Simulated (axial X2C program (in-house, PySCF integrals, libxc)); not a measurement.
## Run report: TeRb⁻, relativistic diatomic calculation

- system: TeRb⁻, single determinant with Ω = 0. The distance is the PBE0 minimum at charge −1.
- method: expectation values, HF and Kohn-Sham, two-component X2C with atomic mean-field Coulomb and Gaunt terms, Te dyall-acv3z, Rb dyall-acv3z (cores contracted) (axial X2C program (in-house, PySCF integrals, libxc))

### Key numbers

- outcome: converged; the levels of theory disagree widely; a filled level lies above zero
- hardware: 1 thread of Arm Neoverse V2, 24 GiB of memory available, shared host
- wall time: 6.2 s
- peak memory: 0.67 GiB

### Notes

The highest filled level (PBE0, up to 0.15 eV) lies above zero. That is common for anions, where the functional's self-interaction leaves the outer electrons unbound; only the finite basis holds them, so such levels depend on it.

### The input
```
{"zs": [52, 37], "q": -1, "bas": ["dyall-acv3z", "dyall-acv3z"], "r0": 3.3, "levels": ["PBE0", "HF", "BP86", "B3LYP", "TPSSh"], "nst": 3}
```

The line is the task of a batch: nuclear charges, charge, bases, the levels to run, a first guess of the distance and further settings. This report covers the levels named above. The log is that of the reference distance, started from orbitals converged before.

The run was one of a batch that the task file lists, launched with:
```bash
python <driver script> task.json out
```

### Log
```
two-component X2C + atomic mean field  PBE0
basis functions 277  fitting functions 1415  grid points 5807
iter        total energy     max residual
   1      -9770.353337304     9.99e-05
   2      -9770.353337365     3.85e-05
   3      -9770.353337433     4.88e-05
   4      -9770.353337454     1.90e-05
   5      -9770.353337460     7.05e-06
converged
one-electron -14104.96183137  Coulomb 4297.28322171  exact exchange -68.62991453  xc functional -210.06953836  nuclear repulsion 321.28020000  atomic mean-field constant -5.25547492
```

### Expectation values by level of theory

```tsv
quantity	PBE0	HF	BP86	B3LYP	TPSSh
effective field for an electron dipole moment (GV/cm)	–	–	–	–	–
field gradient at the first nucleus (a.u.)	2.61	1.04	2.94	2.99	2.54
field gradient at the second nucleus (a.u.)	−0.142	−0.213	−0.165	−0.169	−0.161
A∥/gI, first nucleus (MHz)	–	–	–	–	–
A∥/gI, second nucleus (MHz)	–	–	–	–	–
```

Each column comes from one determinant, in a basis with contracted cores. A dash marks a value that vanishes by symmetry, wasn't computed or didn't converge. The levels disagree widely: the field gradient at the first nucleus runs from 1.04 to 2.99 a.u. These values aren't reliable properties of the molecule.

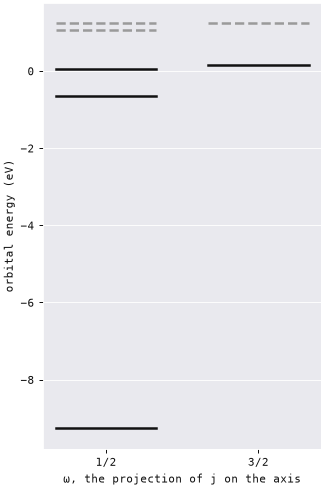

*Orbital energies (PBE0) near the frontier at 3.17 Å, filled (solid) and empty (dashed); the Kramers partners at −ω are degenerate and not drawn.*

The highest filled spinor (3/2; 87 % Te p, 8 % Rb d) lies at 0.15 eV, the lowest empty one (1/2; 51 % Rb p, 43 % Rb s) at 1.06 eV. A filled level above zero is held only by the finite basis .
